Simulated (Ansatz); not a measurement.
# Nickel, omega (AlB2-type) under BLYP: from relaxation to bulk modulus

Aim: take nickel in the omega (AlB2-type) structure, relax it, solve it on a dense k-mesh, then scale the cell to 7 volumes from 88 to 112 % of the relaxed one and try a fit of the equation of state. Spin polarisation is left out, though the real metal is magnetic, so this state lies above the ground state. The k-meshes are 9×9×13 for the relaxation; 12×12×17 for the dense run; 10×10×14 for the volumes.

Program: Ansatz 0.2.0. Level of theory: DFT BLYP, plane waves (420 eV) with PAW, scalar-relativistic; the PAW data stem from PBE, with regenerated cores. These are calculated values, not measurements.

## (1) The structure to begin with

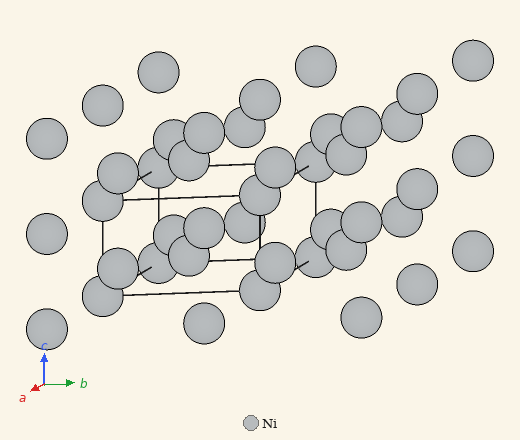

The structure, seen slightly off an axis (nickel light grey). 2×2×2 cells are drawn. Any atoms on the faces are drawn again on the opposite ones.

Structure file:

```cif
data_structure
_symmetry_space_group_name_H-M 'P 1'
_symmetry_Int_Tables_number 1
_cell_length_a 3.9541
_cell_length_b 3.9541
_cell_length_c 2.4238
_cell_angle_alpha 90.000
_cell_angle_beta 90.000
_cell_angle_gamma 120.000
_cell_volume 32.82
loop_
_atom_site_label
_atom_site_type_symbol
_atom_site_fract_x
_atom_site_fract_y
_atom_site_fract_z
_atom_site_occupancy
Ni1 Ni 0.00000 0.00000 0.00000 1
Ni2 Ni 0.33333 0.66667 0.50000 1
Ni3 Ni 0.66667 0.33333 0.50000 1
```

## (2) Geometry optimisation

input.yaml reads:

```yaml
crystal:
  lattice:
    - [3.9540713024, 0.0, 0.0]
    - [-1.9770356512, 3.4243261962, 0.0]
    - [0.0, 0.0, 2.4238457083]
  atoms:
    - { symbol: Ni, position: [0.0, 0.0, 0.0] }
    - { symbol: Ni, position: [0.3333333333, 0.6666666667, 0.5] }
    - { symbol: Ni, position: [0.6666666667, 0.3333333333, 0.5] }
hamiltonian:
  xc: blyp
  pseudopotentials:
    kind: paw
    azcp:
      Ni: "pseudopotentials/Ni.paw.azcp"
basis:
  ecutwfc: 420
  fft_grid_basis: typed
kpoints:
  mp_grid: { grid: [9, 9, 13], shift: [0, 0, 0] }
magnetization:
  spin_polarized: false
scf:
  occupations: { method: fermi_dirac, width: 0.1 }
relax:
  max_steps: 60
  f_tol: 0.01
  cell: {}
```

Standard output, shortened:

```text
Warning: RAYON_NUM_THREADS=2 ignored (pool sized by the plan → 2); use --threads N
[...]
Pseudopotentials: kind: paw
Pseudopotential: Ni, paw, valence charge 18, recommended cutoff 420 eV (normal), <dir>
Functional definition: BLYP
[...]
Crystal: 3 atoms, lattice volume = 32.819 Å³
Basis set: ecut = 420 eV, 621 PW (Γ), exchange–correlation on 54×54×36 points (8 copies of the dense FFT grid, shifted against one another)
Bands: 33, of which v1, the nominal top of the filled ones, is band 27 counted from 1 (26 counted from 0)
Symmetry: 24 space group operations
Space group: P6/mmm (ITA 191), of the structure as read, at distance tolerance 3.2e-5 Å
k-points: 84 of 1053
[...]
SCF iter   1: F=—  HF=-17544.490837 eV  |F-HF|=—  |Δ(HF+E_count)|=         —  Δρ=3.28e-2  dr2=2.26e-1  ethr=1.77e-3  ⟨swp⟩=4.9  Hψ=9019  notcnv=0  defer=22
[...]
relax step   1: F+E_penalty+E_count = -17544.45687414 eV  Δ(F+E_penalty+E_count) = +0.000e0 eV  max|allowed force component| = 2.737e-17 eV/Å  Δτ_max = 0.0000 Å  P = +11.894 GPa  Ω = 32.819 Å³  (7 SCF iters, dr2 threshold 1.00e-7 eV, accepted)
[...]
relax step   7: F+E_penalty+E_count = -17544.53714942 eV  Δ(F+E_penalty+E_count) = +2.640e-6 eV  max|allowed force component| = 3.889e-17 eV/Å  Δτ_max = 0.0000 Å  P = +0.002 GPa  Ω = 34.906 Å³  energy of the carried Pulay correction = -7.282e-6 eV  (6 SCF iters, dr2 threshold 2.20e-8 eV, accepted)
[...]
relax step   8: F+E_penalty+E_count = -17544.53715686 eV  Δ(F+E_penalty+E_count) = -7.449e-6 eV  max|allowed force component| = 3.889e-17 eV/Å  Δτ_max = 0.0000 Å  P = +0.002 GPa  Ω = 34.906 Å³  stress off target by 2.40e-3 GPa  SCF on the basis re-selected at this cell (its energy is not [...]
SCF converged after 7 iterations
Free energy (F): -17544.537157 eV
[...]
E sigma→0 (E₀):  -17544.402758 eV
Entropy (-TS):   -0.268798 eV (-89.599 meV/atom)
Fermi energy:    16.959231 eV
[...]
--- Forces (eV/Å), atoms counted from 1 ---
  atom   1  Ni     0.00000000     0.00000000     0.00000000
  atom   2  Ni     0.00000000     0.00000000     0.00000000
  atom   3  Ni    -0.00000000    -0.00000000    -0.00000000
[...]
--- Stress (GPa, compression-positive) ---
        0.002403       0.000000       0.000000
        0.000000       0.002403      -0.000000
        0.000000      -0.000000       0.000273
  P = ⅓ Tr σ = 0.0017 GPa (0.017 kbar)
--- Relaxed structure (6 steps of the walk, 6 accepted, 2 SCFs on fresh bases) ---
  F+E_penalty+E_count = -17544.53715686 eV   max|allowed force component| = 3.889e-17 eV/Å   (the final SCF, on the basis selected at the relaxed cell)
  cell:  # Å, volume = 34.9058 Å³
    - [4.061472338618196, -6.342768331704463e-34, -7.928460414630579e-35]
    - [-2.030736169309098, 3.5173382220111513, 7.2626711527009144e-34]
    - [-4.86014623406369e-35, 4.860146234063689e-34, 2.443432832875682]
  atoms:
    - { symbol: Ni, position: [3.3378208359516075e-34, -4.140079974995432e-35, -8.236092143148846e-84] }
    - { symbol: Ni, position: [0.33333333333333326, 0.6666666666666665, 0.5] }
    - { symbol: Ni, position: [0.6666666666666666, 0.33333333333333326, 0.5] }
```

Run time: 14 s. Hardware: 2 threads of an x86-64 CPU, shared host; peak memory 0.41 GiB.

The steps of the relaxation:

| step | energy change (meV/atom) | largest force (eV/Å) | pressure (GPa) | volume (Å³/atom) |
| --- | --- | --- | --- | --- |
| 1 | 0.00 | 0.0000 | 11.89 | 10.940 |
| 2 | -19.52 | 0.0000 | 5.60 | 11.276 |
| 3 | -26.20 | 0.0000 | 0.56 | 11.592 |
| 4 | -26.30 | 0.0000 | -0.02 | 11.631 |
| 5 | -26.30 | 0.0000 | 0.00 | 11.630 |
| 6 | -26.76 | 0.0000 | 0.08 | 11.630 |
| 7 | -26.76 | 0.0000 | 0.00 | 11.635 |
| 8 | -26.76 | 0.0000 | 0.00 | 11.635 |

Steps that repeat a cell are solved on a basis chosen anew, so their changes of energy are no gain of the relaxation.

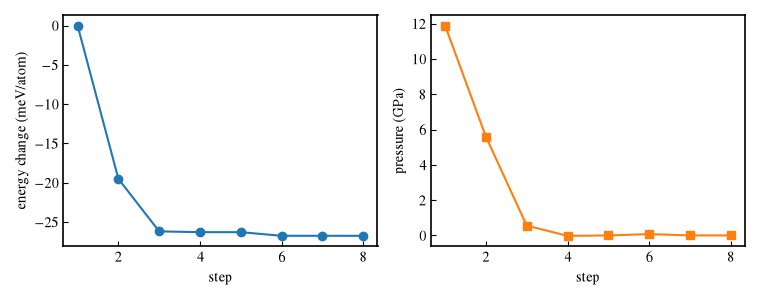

Energy and pressure over the accepted steps.

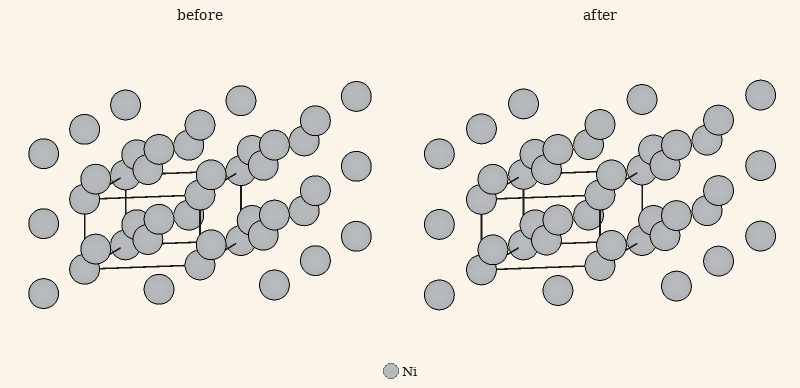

Start and end of the relaxation side by side. The cells drawn are those of the first picture.

Changes in the cell that was computed:

|  | before | after | change |
| --- | --- | --- | --- |
| a (Å) | 3.954 | 4.061 | +2.7 % |
| b (Å) | 3.954 | 4.061 | +2.7 % |
| c (Å) | 2.424 | 2.443 | +0.8 % |
| volume (Å³/atom) | 10.940 | 11.635 | +6.4 % |
| shortest distance (Å) | 2.283 | 2.345 | +2.7 % |
| space group (spins left aside) | P6/mmm | P6/mmm | same |

## (3) Dense single point

input.yaml reads:

```yaml
crystal:
  lattice:
    - [4.0614723386, 0.0, 0.0]
    - [-2.0307361693, 3.517338222, 0.0]
    - [0.0, 0.0, 2.4434328329]
  atoms:
    - { symbol: Ni, position: [0.0, 1.0, 1.0] }
    - { symbol: Ni, position: [0.3333333333, 0.6666666667, 0.5] }
    - { symbol: Ni, position: [0.6666666667, 0.3333333333, 0.5] }
hamiltonian:
  xc: blyp
  pseudopotentials:
    kind: paw
    azcp:
      Ni: "pseudopotentials/Ni.paw.azcp"
basis:
  ecutwfc: 420
  fft_grid_basis: typed
kpoints:
  mp_grid: { grid: [12, 12, 17], shift: [0, 0, 0] }
magnetization:
  spin_polarized: false
scf:
  occupations: { method: fermi_dirac, width: 0.1 }
output:
  write_density: true
  write_potential: true
  elf: true
  volumetric_format: npy
```

Standard output, shortened:

```text
Warning: RAYON_NUM_THREADS=2 ignored (pool sized by the plan → 2); use --threads N
[...]
[... 3 set-up lines as earlier in the session ...]
[...]
Crystal: 3 atoms, lattice volume = 34.906 Å³
Basis set: ecut = 420 eV, 669 PW (Γ), exchange–correlation on 60×60×36 points (8 copies of the dense FFT grid, shifted against one another)
Bands: 33, of which v1, the nominal top of the filled ones, is band 27 counted from 1 (26 counted from 0)
[... 1 set-up line as earlier in the session ...]
Space group: P6/mmm (ITA 191), of the structure as read, at distance tolerance 3.3e-5 Å
k-points: 171 of 2448
[...]
SCF iter   1: F=—  HF=-17544.570820 eV  |F-HF|=—  |Δ(HF+E_count)|=         —  Δρ=3.06e-2  dr2=2.21e-1  ethr=1.77e-3  ⟨swp⟩=4.9  Hψ=18337  notcnv=0  defer=44
[...]
SCF iter   7: F=-17544.540014 eV  HF=-17544.540014 eV  |F-HF|=1.57e-8  |Δ(HF+E_count)|=   3.05e-8  Δρ=1.34e-5  dr2=2.14e-8  ethr=1.85e-10  ⟨swp⟩=5.1  Hψ=19255  notcnv=0
[...]
SCF converged after 7 iterations
Free energy (F): -17544.540014 eV
[...]
E sigma→0 (E₀):  -17544.407359 eV
Entropy (-TS):   -0.265311 eV (-88.437 meV/atom)
Fermi energy:    16.959711 eV
[...]
--- Band table (eV; the first three rows and the last of 171) ---
[...]
```

It took 3.6 s on 2 threads of an x86-64 CPU, shared host; peak memory 0.46 GiB.

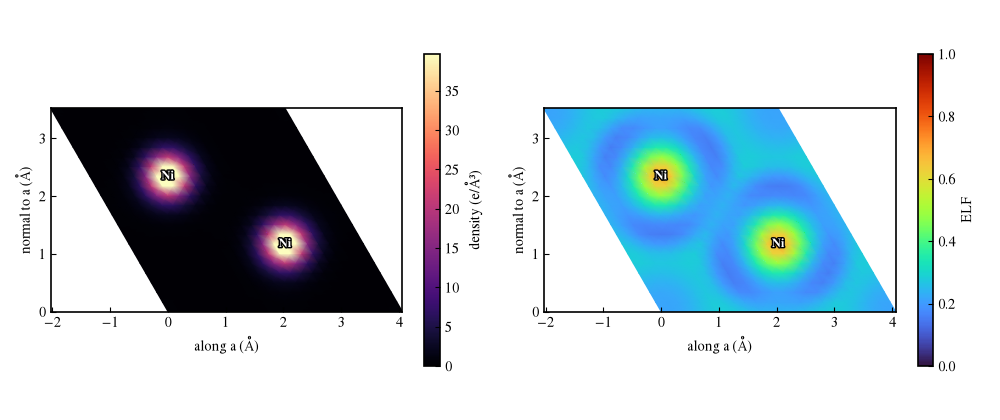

Density (left) and ELF (right) in a lattice plane of the grid's cell (edges 4.06 and 4.06 Å, at 0.500 of the third edge), which holds Ni. Only atoms in the plane are labelled; the density scale stops at 39.69 e/Å³. Both are smooth fields of the valence electrons: close to the nuclei they are not physical.

## (4) Volume × 0.88

input.yaml, as its differences from that of step 3:

```diff
@@ -2,5 +2,5 @@
   lattice:
-    - [4.0614723386, 0.0, 0.0]
-    - [-2.0307361693, 3.517338222, 0.0]
-    - [0.0, 0.0, 2.4434328329]
+    - [3.8920438424, 0.0, 0.0]
+    - [-1.9460219212, 3.3706088402, 0.0]
+    - [0.0, 0.0, 2.341502519]
   atoms:
@@ -19,3 +19,3 @@
 kpoints:
-  mp_grid: { grid: [12, 12, 17], shift: [0, 0, 0] }
+  mp_grid: { grid: [10, 10, 14], shift: [0, 0, 0] }
 magnetization:
@@ -24,3 +24,5 @@
   occupations: { method: fermi_dirac, width: 0.1 }
+  lower_state_search: "off"
 output:
+  stress: true
   write_density: true
```

Standard output, shortened:

```text
Warning: RAYON_NUM_THREADS=2 ignored (pool sized by the plan → 2); use --threads N
[...]
[... 3 set-up lines as earlier in the session ...]
[...]
Crystal: 3 atoms, lattice volume = 30.717 Å³
Basis set: ecut = 420 eV, 619 PW (Γ), exchange–correlation on 54×54×32 points (8 copies of the dense FFT grid, shifted against one another)
Bands: 33, of which v1, the nominal top of the filled ones, is band 27 counted from 1 (26 counted from 0)
[... 1 set-up line as earlier in the session ...]
Space group: P6/mmm (ITA 191), of the structure as read, at distance tolerance 3.1e-5 Å
k-points: 112 of 1400
[...]
SCF iter   1: F=—  HF=-17544.249645 eV  |F-HF|=—  |Δ(HF+E_count)|=         —  Δρ=3.60e-2  dr2=2.52e-1  ethr=1.77e-3  ⟨swp⟩=4.8  Hψ=11986  notcnv=0  defer=27
[...]
SCF iter   7: F=-17544.211844 eV  HF=-17544.211844 eV  |F-HF|=2.44e-8  |Δ(HF+E_count)|=   5.52e-8  Δρ=1.61e-5  dr2=3.45e-8  ethr=1.85e-10  ⟨swp⟩=11.0  Hψ=28834  notcnv=0
[...]
SCF converged after 7 iterations
Free energy (F): -17544.211844 eV
[...]
E sigma→0 (E₀):  -17544.093595 eV
Entropy (-TS):   -0.236498 eV (-78.833 meV/atom)
Fermi energy:    19.894784 eV
[...]
--- Stress (GPa, compression-positive) ---
       28.841629       0.000000       0.000000
        0.000000      28.841629       0.000000
        0.000000       0.000000      27.882332
  P = ⅓ Tr σ = 28.5219 GPa (285.219 kbar)
--- Band table (eV; the first three rows and the last of 112) ---
[...]
```

Run time: 2.6 s. Hardware: 2 threads of an x86-64 CPU, shared host; peak memory 0.41 GiB.

[end of part 1 of 2]
